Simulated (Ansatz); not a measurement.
# AlGeHO+ (doublet): one geometry, many settings

What do other methods and options give for AlGeHO+ (doublet) at this geometry, and how long do they take?

Computed with Ansatz 0.2.0, Gaussian basis. Level: the settings change from run to run.

24 further runs of the same task are left out: 6 that didn't finish, 18 set aside as unsound or not needed. Runs told in other sessions of the task aren't counted.

### Step 1. The geometry

The geometry is a PBE0/def2-TZVP stationary point (not a proven minimum) of the parent state, kept for this charge and spin. No spin-orbit coupling is included. The filled d shell of Ge may be among the frozen orbitals whatever the setting's name suggests.

4 atoms, charge 1, spin multiplicity 2.

Atoms are counted from 1 here; the program's logs count them from 0.

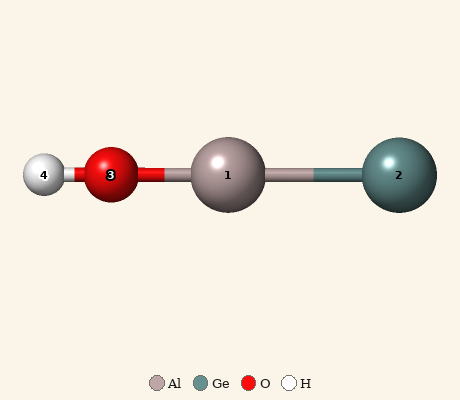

The geometry (aluminium light grey, germanium teal, oxygen red, hydrogen white); atoms are numbered from 1 in the order of the file.

### Step 2. CCSD(T) on ROHF/def2-SVP

in.yaml reads:

```yaml
crystal:
  periodic: [false, false, false]
  atoms:
    - {symbol: Al, position_ang: [0.000000, 0.000000, -0.457800]}
    - {symbol: Ge, position_ang: [0.000000, 0.000000, -2.877000]}
    - {symbol: O, position_ang: [0.000000, 0.000000, 1.193600]}
    - {symbol: H, position_ang: [0.000000, 0.000000, 2.141200]}
basis:
  gaussian: {orbitals: def2-SVP}
total_charge: 1
magnetization: {spin_polarized: false, initial_magnetization: 1}
correlation: {method: ccsd_t, electrons: outside_noble_gas, diis_vectors: 2}
output: {forces: true}
```

Started as:

```sh
> ansatz run in.yaml --threads 1 --pin off --events-out ev --progress --plain --max-ram 2393MiB
```

The log of the run, shortened:

```text
Functional definition: HF
  name "HF"
  cite "Fock, Z. Phys. 61, 126 (1930) doi:10.1007/BF01340294"
  parent pbe
[...]
652 factors; integrals over basis functions are off by at most 9.9e-4 eV
[...]
mean field -65092.42820981 eV, -2392.1026154781 hartree, gradient 6.4e-7 eV, S^2 0.750000; 6 other end points of the search recorded, 0 dependent functions left out
[...]
determinant -65092.42820981 eV, -2392.1026154781 hartree, with singles and doubles -65100.81395541 eV, -2392.4107859446 hartree
determinant -65089.62101460 eV, -2391.9994529567 hartree, with singles and doubles -65098.04346476 eV, -2392.3089722913 hartree
determinant -65089.13967204 eV, -2391.9817639439 hartree, with singles and doubles -65097.70033676 eV, -2392.2963625700 hartree
20 core orbitals not correlated: weight in the atoms' cores, before any rotation towards them, 1.000 or more for the frozen orbitals, at most 0.000 for the correlated occupied ones
reference -65092.42820981 eV, -2392.1026154781 hartree; 7, 6 occupied and 42, 43 virtual orbitals, 652 factors
second order -7.63001609 eV of doubles, -0.04689304 eV of singles
cycle   1  -8.38566719 eV  change    7.8e-5 eV  update   1.0e-3
[...]
cycle  12  -8.38561669 eV  change    8.1e-7 eV  update   7.2e-7
perturbative correction -0.21432112 eV, -0.0078761560 hartree
[...]
Total energy: -65101.02814763 eV, -2392.4186573635 hartree
Atom 0 at     0.000000     0.000000    -0.457800 Å, force    -0.000000    -0.000003     2.572138 eV/Å
Atom 1 at     0.000000     0.000000    -2.877000 Å, force     0.000000     0.000002    -1.715592 eV/Å
Atom 2 at     0.000000     0.000000     1.193600 Å, force     0.000000     0.000001    -1.363352 eV/Å
Atom 3 at     0.000000     0.000000     2.141200 Å, force    -0.000000    -0.000000     0.506807 eV/Å
Dipole moment:     0.000000     0.000000     0.486463 e Å
```

Wall time 21 s (1 thread of Arm Neoverse V1, shared host).

From the report: correlation -8.5999 eV; T1 0.021; largest double amplitude 0.08.

### Step 3. BCCD(T) on ROHF/cc-pVDZ

in.yaml, as its differences from that of step 2:

```diff
@@ -8,6 +8,7 @@
 basis:
-  gaussian: {orbitals: def2-SVP}
+  gaussian: {orbitals: cc-pVDZ}
 total_charge: 1
 magnetization: {spin_polarized: false, initial_magnetization: 1}
-correlation: {method: ccsd_t, electrons: outside_noble_gas, diis_vectors: 2}
-output: {forces: true}
+correlation: {method: bccd_t, electrons: outside_noble_gas}
+accuracy: high
+scf: {omitted_lower_state_checks: [cluster_reference]}
```

Launched as before.

The log of the run, shortened:

```text
Functional definition: HF
  name "HF"
  cite "Fock, Z. Phys. 61, 126 (1930) doi:10.1007/BF01340294"
  parent pbe
[...]
1212 factors; integrals over basis functions are off by at most 8.7e-9 eV
[...]
mean field -65102.53570983 eV, -2392.4740592525 hartree, gradient 3.9e-8 eV, S^2 0.750000; 3 other end points of the search recorded, 0 dependent functions left out
20 core orbitals not correlated: weight in the atoms' cores, before any rotation towards them, 1.000 or more for the frozen orbitals, at most 0.000 for the correlated occupied ones
reference -65102.53570983 eV, -2392.4740592525 hartree; 7, 6 occupied and 37, 38 virtual orbitals, 1212 factors
second order -7.61107974 eV of doubles, -0.04625776 eV of singles
cycle   1  -7.99774058 eV  change   -3.4e-1 eV  update   9.6e-2
[...]
cycle  25  -8.33943066 eV  change   5.2e-10 eV  update   1.5e-9
perturbative correction -0.24372729 eV, -0.0089568127 hartree
Total energy: -65111.11886778 eV, -2392.7894844894 hartree
Checks for a lower state left out: cluster_reference
```

It took 8 s on 1 thread of Arm Neoverse V1, shared host.

From the report: correlation -8.5832 eV; largest double amplitude 0.08.

### Step 4. BCCD(T)/cc-pVDZ

in.yaml, as its differences from that of step 3:

```diff
@@ -10,5 +10,5 @@
 total_charge: 1
-magnetization: {spin_polarized: false, initial_magnetization: 1}
+magnetization: {spin_polarized: true, initial_magnetization: 1}
+hamiltonian: {xc: {name: PBE0}}
 correlation: {method: bccd_t, electrons: outside_noble_gas}
-accuracy: high
-scf: {omitted_lower_state_checks: [cluster_reference]}
+output: {forces: true}
```

The command is unchanged.

The log of the run, shortened:

```text
Functional definition: PBE0
  name "PBE0"
  cite "Adamo & Barone, J. Chem. Phys. 110, 6158 (1999) doi:10.1063/1.478522"
  cite "Perdew, Burke & Ernzerhof, Phys. Rev. Lett. 77, 3865 (1996) doi:10.1103/PhysRevLett.77.3865"
  parent pbe
[...]
682 factors; integrals over basis functions are off by at most 1.4e-3 eV
[...]
mean field -65157.77913616 eV, -2394.5042177250 hartree, gradient 3.8e-6 eV, S^2 0.752827; 2 other end points of the search recorded, 0 dependent functions left out
20 core orbitals not correlated: weight in the atoms' cores, before any rotation towards them, 1.000 or more for the frozen orbitals, at most 0.000 for the correlated occupied ones
reference -65102.13845308 eV, -2392.4594603363 hartree; 7, 6 occupied and 37, 38 virtual orbitals, 682 factors
second order -7.94783613 eV of doubles, -0.23073765 eV of singles
cycle   1  -8.17693782 eV  change   -6.8e-3 eV  update   1.1e-1
[...]
cycle  16  -8.56473314 eV  change   -1.6e-7 eV  update   2.7e-7
perturbative correction -0.24369910 eV, -0.0089557766 hartree
[...]
Total energy: -65110.94688532 eV, -2392.7831642504 hartree
Atom 0 at     0.000000     0.000000    -0.457800 Å, force    -0.000000     0.000000     1.876778 eV/Å
Atom 1 at     0.000000     0.000000    -2.877000 Å, force     0.000000    -0.000000    -1.933116 eV/Å
Atom 2 at     0.000000     0.000000     1.193600 Å, force     0.000000    -0.000000    -0.603448 eV/Å
Atom 3 at     0.000000     0.000000     2.141200 Å, force     0.000000    -0.000000     0.659786 eV/Å
Dipole moment:     0.000000    -0.000000     0.416247 e Å
```

Run time: 20 s. Hardware: 1 thread of Arm Neoverse V1, shared host.

From the report: ⟨S²⟩ of the determinant 0.753 (pure doublet: 0.75); correlation -8.8084 eV; largest double amplitude 0.08.

### Step 5. CASSCF(7,5)/STO-3G

in.yaml reads:

```yaml
crystal:
  periodic: [false, false, false]
  atoms:
    - {symbol: Al, position_ang: [0.000000, 0.000000, -0.457800]}
    - {symbol: Ge, position_ang: [0.000000, 0.000000, -2.877000]}
    - {symbol: O, position_ang: [0.000000, 0.000000, 1.193600]}
    - {symbol: H, position_ang: [0.000000, 0.000000, 2.141200]}
basis:
  gaussian: {orbitals: STO-3G, point_charges: [{charge: -0.50, position_ang: [3.112, -0.066, 0.853]}]}
total_charge: 1
magnetization: {spin_polarized: false, initial_magnetization: 1}
correlation: {active_space: {window: {electrons: 7, orbitals: 5}, states: [{multiplicity: 2, weights: [1, 1, 1, 1]}], root: 0}}
```

Launched as before.

The log of the run, shortened:

```text
Functional definition: HF
  name "HF"
  cite "Fock, Z. Phys. 61, 126 (1930) doi:10.1007/BF01340294"
  parent pbe
[...]
466 factors; integrals over basis functions are off by at most 4.5e-8 eV
[...]
mean field -64356.88621794 eV, -2365.0719458451 hartree, gradient 2.6e-6 eV, S^2 0.750000; 8 other end points of the search recorded, 0 dependent functions left out
reference -64356.88621794 eV, -2365.0719458451 hartree; 27, 26 occupied and 6, 7 virtual orbitals, 466 factors
state -64357.23614378 eV, -2365.0848053826 hartree
state -64357.20968231 eV, -2365.0838329415 hartree
state -64353.43031103 eV, -2364.9449436086 hartree
state -64353.42838678 eV, -2364.9448728936 hartree
Total energy: -64357.23614378 eV, -2365.0848053826 hartree
```

It took 4.6 s on 1 thread of Arm Neoverse V1, shared host.

From the report: 50 determinants; active occupations (of the averaged states) 2.00, 1.99, 1.48, 0.78, 0.74.

### Step 6. HF (ROHF)/6-31G

in.yaml reads:

```yaml
crystal:
  periodic: [false, false, false]
  atoms:
    - {symbol: Al, position_ang: [0.000000, 0.000000, -0.457800]}
    - {symbol: Ge, position_ang: [0.000000, 0.000000, -2.877000]}
    - {symbol: O, position_ang: [0.000000, 0.000000, 1.193600]}
    - {symbol: H, position_ang: [0.000000, 0.000000, 2.141200]}
basis:
  gaussian: {orbitals: 6-31G}
total_charge: 1
magnetization: {spin_polarized: false, initial_magnetization: 1}
hamiltonian: {xc: hf}
output: {forces: true, orbitals: {seedname: orbitals}}
```

The command is unchanged.

The log of the run, shortened:

```text
Functional definition: HF
  name "HF"
  cite "Fock, Z. Phys. 61, 126 (1930) doi:10.1007/BF01340294"
  parent pbe
[...]
495 factors; integrals over basis functions are off by at most 2.9e-4 eV
[...]
mean field -65092.86458353 eV, -2392.1186519165 hartree, gradient 2.6e-5 eV, S^2 0.750000; 3 other end points of the search recorded, 0 dependent functions left out
[...]
reference -65092.86458353 eV, -2392.1186519165 hartree; 27, 26 occupied and 26, 27 virtual orbitals, 495 factors
Total energy: -65092.86458353 eV, -2392.1186519165 hartree
Atom 0 at     0.000000     0.000000    -0.457800 Å, force     0.000000    -0.000000     3.059820 eV/Å
Atom 1 at     0.000000     0.000000    -2.877000 Å, force    -0.000000    -0.000000    -2.458821 eV/Å
Atom 2 at     0.000000     0.000000     1.193600 Å, force     0.000000     0.000000    -0.104440 eV/Å
Atom 3 at     0.000000     0.000000     2.141200 Å, force     0.000000     0.000000    -0.496558 eV/Å
Dipole moment:    -0.000000     0.000000     0.440325 e Å
```

Wall time 1.8 s (1 thread of Arm Neoverse V1, shared host).

### Step 7. CCSD(T) on ROHF/cc-pVDZ

in.yaml, as its differences from that of step 6:

```diff
@@ -8,6 +8,6 @@
 basis:
-  gaussian: {orbitals: 6-31G}
+  gaussian: {orbitals: cc-pVDZ}
 total_charge: 1
 magnetization: {spin_polarized: false, initial_magnetization: 1}
-hamiltonian: {xc: hf}
-output: {forces: true, orbitals: {seedname: orbitals}}
+correlation: {method: ccsd_t, electrons: valence}
+output: {forces: true}
```

Launched as before.

The log of the run, shortened:

```text
Functional definition: HF
  name "HF"
  cite "Fock, Z. Phys. 61, 126 (1930) doi:10.1007/BF01340294"
  parent pbe
[...]
682 factors; integrals over basis functions are off by at most 1.4e-3 eV
[...]
mean field -65102.53558888 eV, -2392.4740548077 hartree, gradient 4.6e-6 eV, S^2 0.750000; 6 other end points of the search recorded, 0 dependent functions left out
[...]
determinant -65102.53558888 eV, -2392.4740548077 hartree, with singles and doubles -65111.34572588 eV, -2392.7978213708 hartree
determinant -65099.68476344 eV, -2392.3692889052 hartree, with singles and doubles -65108.56247857 eV, -2392.6955389186 hartree
determinant -65099.20910420 eV, -2392.3518087506 hartree, with singles and doubles -65108.21563105 eV, -2392.6827925075 hartree
15 core orbitals not correlated: weight in the atoms' cores, before any rotation towards them, 1.000 or more for the frozen orbitals, at most 0.000 for the correlated occupied ones
reference -65102.53558888 eV, -2392.4740548077 hartree; 12, 11 occupied and 37, 38 virtual orbitals, 682 factors
second order -8.06517019 eV of doubles, -0.04848768 eV of singles
cycle   1  -8.81008911 eV  change    4.8e-5 eV  update   1.1e-3
[...]
cycle  10  -8.81007833 eV  change    3.4e-7 eV  update   6.4e-7
perturbative correction -0.24537679 eV, -0.0090174306 hartree
[...]
Total energy: -65111.59104399 eV, -2392.8068366452 hartree
Atom 0 at     0.000000     0.000000    -0.457800 Å, force    -0.000000     0.000000     1.808840 eV/Å
Atom 1 at     0.000000     0.000000    -2.877000 Å, force     0.000000    -0.000000    -1.839746 eV/Å
Atom 2 at     0.000000     0.000000     1.193600 Å, force     0.000000    -0.000000    -0.626102 eV/Å
Atom 3 at     0.000000     0.000000     2.141200 Å, force     0.000000     0.000000     0.657008 eV/Å
Dipole moment:    -0.000000     0.000000     0.423297 e Å
```

Run time: 34 s. Hardware: 1 thread of Arm Neoverse V1, shared host.

From the report: correlation -9.0555 eV; T1 0.016; largest double amplitude 0.08.

### Step 8. CISD/cc-pVDZ

in.yaml, as its differences from that of step 7:

```diff
@@ -8,6 +8,7 @@
 basis:
-  gaussian: {orbitals: cc-pVDZ}
+  gaussian: {orbitals: cc-pVDZ, point_charges: [{charge: -0.50, position_ang: [4.055, -0.014, -0.721]}]}
 total_charge: 1
 magnetization: {spin_polarized: false, initial_magnetization: 1}
-correlation: {method: ccsd_t, electrons: valence}
+hamiltonian: {pseudopotentials: {relativity: scalar}}
+correlation: {active_space: {ras: {orbitals: [6, 1, 37], electrons: 13, max_holes: 2, max_particles: 2}, fixed_orbitals: true}}
 output: {forces: true}
```

The command is unchanged.

The log of the run, shortened:

```text
Functional definition: HF
  name "HF"
  cite "Fock, Z. Phys. 61, 126 (1930) doi:10.1007/BF01340294"
  parent pbe
[...]
682 factors; integrals over basis functions are off by at most 1.4e-3 eV
[...]
mean field -65582.16323194 eV, -2410.1000455869 hartree, gradient 1.5e-6 eV, S^2 0.750000; 5 other end points of the search recorded, 0 dependent functions left out
reference -65582.16323194 eV, -2410.1000455869 hartree; 27, 26 occupied and 37, 38 virtual orbitals, 682 factors
state -65589.69602464 eV, -2410.3768706126 hartree
[...]
Total energy: -65589.69602464 eV, -2410.3768706126 hartree
Relativity: scalar
Atom 0 at     0.000000     0.000000    -0.457800 Å, force     0.443079    -0.001530     2.033558 eV/Å
Atom 1 at     0.000000     0.000000    -2.877000 Å, force     0.112734    -0.000389    -1.653204 eV/Å
Atom 2 at     0.000000     0.000000     1.193600 Å, force    -0.204426     0.000706    -0.526181 eV/Å
Atom 3 at     0.000000     0.000000     2.141200 Å, force     0.081012    -0.000280     0.216347 eV/Å
Dipole moment:     0.119487    -0.000413     0.459832 e Å
```

Run time: 15 s. Hardware: 1 thread of Arm Neoverse V1, shared host.

From the report: 128,582 determinants.

### Step 9. NEVPT4(SD)(1,6)/STO-3G

in.yaml reads:

```yaml
crystal:
  periodic: [false, false, false]
  atoms:
    - {symbol: Al, position_ang: [0.000000, 0.000000, -0.457800]}
    - {symbol: Ge, position_ang: [0.000000, 0.000000, -2.877000]}
    - {symbol: O, position_ang: [0.000000, 0.000000, 1.193600]}
    - {symbol: H, position_ang: [0.000000, 0.000000, 2.141200]}
basis:
  gaussian: {orbitals: STO-3G}
total_charge: 1
magnetization: {spin_polarized: false, initial_magnetization: 1}
correlation: {method: fic_nevpt4_sd, electrons: all, active_space: {window: {electrons: 1, orbitals: 6}}}
```

Same command.

The log of the run, shortened:

```text
Functional definition: HF
  name "HF"
  cite "Fock, Z. Phys. 61, 126 (1930) doi:10.1007/BF01340294"
  parent pbe
[...]
348 factors; integrals over basis functions are off by at most 7.8e-5 eV
[...]
mean field -64354.92827765 eV, -2364.9999928667 hartree, gradient 1.8e-6 eV, S^2 0.750000; 7 other end points of the search recorded, 0 dependent functions left out
reference -64354.92827765 eV, -2364.9999928667 hartree; 27, 26 occupied and 6, 7 virtual orbitals, 348 factors
state -64354.92827768 eV, -2364.9999928678 hartree
state -64354.92827768 eV, -2364.9999928678 hartree; corrected -64357.77387483 eV, -2365.1045666340 hartree
state -64354.92827765 eV, -2364.9999928667 hartree
state -64354.92827765 eV, -2364.9999928667 hartree; corrected -64357.77387480 eV, -2365.1045666330 hartree
state -64354.92827768 eV, -2364.9999928678 hartree; corrected -64357.77387483 eV, -2365.1045666340 hartree
[...]
WARN: 5 active orbitals are nearly empty or full. The corrections depend on them more than the energy does, and are more stable in an active space without them
Total energy: -64357.77387483 eV, -2365.1045666340 hartree
```

Run time: 18 s. Hardware: 1 thread of Arm Neoverse V1, shared host.

From the report: 4 determinants; active occupations 1.00, 0.00, 0.00, 0.00, 0.00, 0.00. The report marks this result as in doubt.

### Step 10. CASSCF(5,5)/6-31G

in.yaml, as its differences from that of step 9:

```diff
@@ -8,5 +8,5 @@
 basis:
-  gaussian: {orbitals: STO-3G}
+  gaussian: {orbitals: 6-31G, point_charges: [{charge: -0.50, position_ang: [2.913, -0.329, 0.566]}]}
 total_charge: 1
 magnetization: {spin_polarized: false, initial_magnetization: 1}
-correlation: {method: fic_nevpt4_sd, electrons: all, active_space: {window: {electrons: 1, orbitals: 6}}}
+correlation: {active_space: {window: {electrons: 5, orbitals: 5}}}
```

Same command.

The log of the run, shortened:

```text
Functional definition: HF
  name "HF"
  cite "Fock, Z. Phys. 61, 126 (1930) doi:10.1007/BF01340294"
  parent pbe
[...]
495 factors; integrals over basis functions are off by at most 2.9e-4 eV
[...]
mean field -65094.96751821 eV, -2392.1959333403 hartree, gradient 1.8e-6 eV, S^2 0.750000; 4 other end points of the search recorded, 0 dependent functions left out
reference -65094.96751821 eV, -2392.1959333403 hartree; 27, 26 occupied and 26, 27 virtual orbitals, 495 factors
state -65096.25611718 eV, -2392.2432884791 hartree
[...]
Total energy: -65096.25611718 eV, -2392.2432884791 hartree
```

It took 16 s on 1 thread of Arm Neoverse V1, shared host.

From the report: 100 determinants; active occupations 1.98, 1.98, 1.00, 0.02, 0.02.

### Step 11. All runs side by side

Where basis and cores are those of an earlier UCCSDT(Q)/cc-pVDZ run (-65111.1737 eV), and the records show the same count of frozen orbitals and kind of state, the miss against it is given; a blank cell means that this couldn't be shown. † marks a result that the program doubts.

```csv
level,correlated,functions,energy (eV),from UCCSDT(Q) (meV),time
CCSD(T) on ROHF/def2-SVP,outside noble gas,69,-65101.0281,,21 s
BCCD(T) on ROHF/cc-pVDZ,outside noble gas,64,-65111.1189,54.8,8 s
BCCD(T)/cc-pVDZ (on PBE0 orbitals),outside noble gas,64,-65110.9469,226.8,20 s
"CASSCF(7,5)/STO-3G (lowest root of an average, beside a point charge)",,33,-64357.2361,,4.6 s
HF (ROHF)/6-31G,,53,-65092.8646,,1.8 s
CCSD(T) on ROHF/cc-pVDZ,valence,64,-65111.5910,,34 s
"CISD/cc-pVDZ (beside a point charge, relativity set)",outside noble gas,64,-65589.6960,,15 s
"NEVPT4(SD)(1,6)/STO-3G †",all,33,-64357.7739,,18 s
"CASSCF(5,5)/6-31G (beside a point charge)",,53,-65096.2561,,16 s
```

### Step 12. Outcome

| quantity | value |
| --- | --- |
| runs | 9 |
| quickest | HF (ROHF)/6-31G, 1.8 s |
| slowest | CCSD(T) on ROHF/cc-pVDZ, 34 s |

**Reading.** Total energies in different bases, with other cores or another treatment of relativity can't be set against each other. «valence» and «outside noble gas» are the program's key words; the logs give how many orbitals each freezes, and for Ga to Kr the 3d shell needn't follow the word's plain sense. CCSD(T) on ROHF/cc-pVDZ took 19 times as long as HF (ROHF)/6-31G; the jobs differ in more than the method. Among the correlated runs with a miss given, it spans +55 to +227 meV. Cores frozen from Kohn-Sham orbitals shift the total energy.
